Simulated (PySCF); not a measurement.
## Electronic structure of C7H13Al (SMILES C=[CH][AlH][CH]1CCCC1) in real space

```yaml
atoms:
  - { symbol: C, position_ang: [4.3899, -0.0868, 0.1901] }
  - { symbol: C, position_ang: [3.1671, -0.1291, 0.7465] }
  - { symbol: Al, position_ang: [1.5665, 0.1223, -0.3368] }
  - { symbol: C, position_ang: [-0.2697, 0.0524, 0.3647] }
  - { symbol: C, position_ang: [-1.0865, -1.1386, -0.1686] }
  - { symbol: C, position_ang: [-2.5399, -0.7972, 0.1950] }
  - { symbol: C, position_ang: [-2.6149, 0.7446, 0.2019] }
  - { symbol: C, position_ang: [-1.1698, 1.2380, -0.0217] }
  - { symbol: H, position_ang: [4.5310, 0.0879, -0.8847] }
  - { symbol: H, position_ang: [5.3153, -0.2227, 0.7667] }
  - { symbol: H, position_ang: [3.1302, -0.3102, 1.8308] }
  - { symbol: H, position_ang: [1.7942, 0.3719, -1.8997] }
  - { symbol: H, position_ang: [-0.2407, -0.0220, 1.4693] }
  - { symbol: H, position_ang: [-0.7666, -2.1105, 0.2409] }
  - { symbol: H, position_ang: [-0.9857, -1.2066, -1.2679] }
  - { symbol: H, position_ang: [-3.2616, -1.2553, -0.4988] }
  - { symbol: H, position_ang: [-2.7698, -1.1947, 1.1962] }
  - { symbol: H, position_ang: [-3.2962, 1.1313, -0.5714] }
  - { symbol: H, position_ang: [-3.0010, 1.1085, 1.1665] }
  - { symbol: H, position_ang: [-0.9456, 2.1540, 0.5477] }
  - { symbol: H, position_ang: [-1.0267, 1.4886, -1.0883] }
```

Geometry: PBE0-D3(BJ)/def2-SVP.

Method: CAM-B3LYP/def2-SVPD, SCF density, gas phase in PySCF 2.14.0.

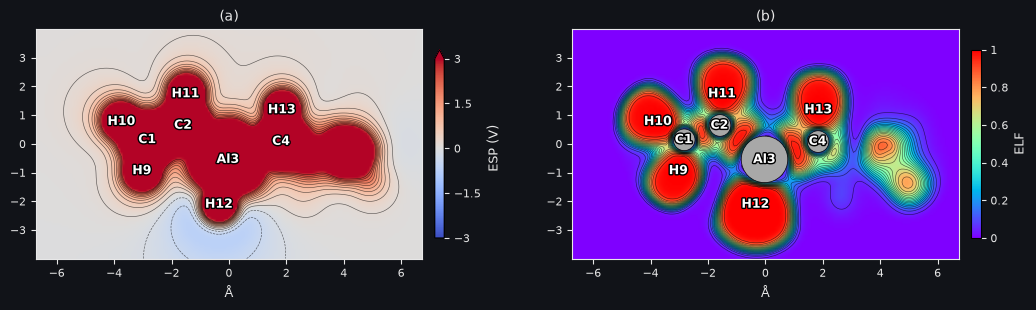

Figure 1. (a) molecular electrostatic potential; (b) ELF on the plane of atoms C2, Al3 and H12. Grey discs cover the atomic cores in the ELF map.

Q: Describe what can be read from this map.

A:
- The plane passes through C, Al and H nuclei.
- C–C (1.34 Å): the ELF peaks at about 0.95 between the atoms (a multiple bond).
- C–Al (1.95 Å): the ELF peaks at about 1 between the atoms: a shared but strongly polarised pair.
- C–H (1.10 Å): the ELF climbs to about 1 towards the hydrogen, as it does in any bond to H (a covalent bond by its length).
- Al–H (1.60 Å): the ELF climbs to about 1 towards the hydrogen.
- Outside the dense part of the molecule the potential is most negative (−0.7 V) near H12.

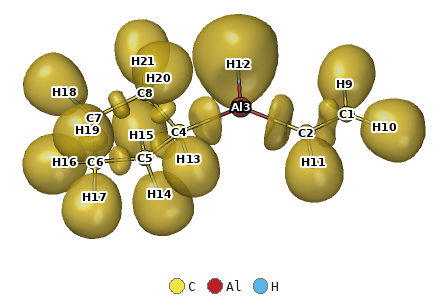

Figure 2. Isosurface of the electron localisation function at 0.85 (yellow), seen at a tilt. Core shells and regions of very low density are left out.

Q: Identify the bonds, lone pairs and shells in this picture.

A: At this value the surface marks out two regions between bonded Al–C atoms (shared pairs), six regions between bonded C–C atoms (shared pairs) and 13 regions around hydrogen nuclei.

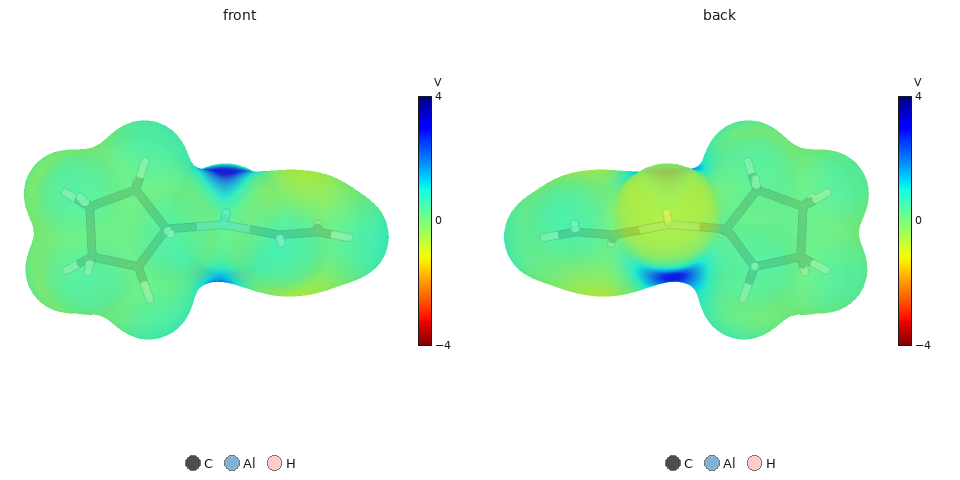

Figure 3. The molecular electrostatic potential painted on the density surface at 0.002 e/bohr³, seen from the front and from behind; red is negative and blue positive.

Q: Which sites attract a positive test charge, and which a negative one?

A: A positive charge is drawn to the negative regions and a negative charge to the positive ones. The most negative region (about −0.7 V) lies over H12, the most positive (about +3.1 V) over Al3.
